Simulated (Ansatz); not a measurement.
The parent structure is Ru in the hcp (Mg type) structure (space group P6_3/mmc, No. 194; a = 2.704 Å, c = 4.263 Å; relaxed with 0.1 eV smearing). Axes: x lies along a and z along c of the hexagonal cell.

Structures relaxed with Kohn–Sham DFT with the r2SCAN functional, run in Ansatz (a first-principles code) with PAW and 500 eV plane waves, scalar-relativistic without spin-orbit coupling.

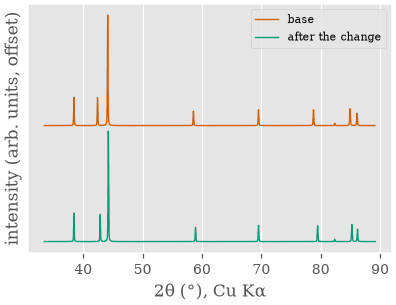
Figure. Simulated powder patterns before (top) and after one change

**Question.** What was done to the base?
A) uniaxial strain ε_zz = −3.00 %
B) uniaxial strain ε_zz = −1.00 %
C) uniaxial strain ε_zz = −2.00 %

**Answer.** B, uniaxial strain ε_zz = −1.00 %. Its volume per atom is 13.36 Å³ against 13.50 Å³, and its space group is P6_3/mmc (No. 194).

Whether these cells are dynamically stable was not tested. The final runs are not spin-polarised.
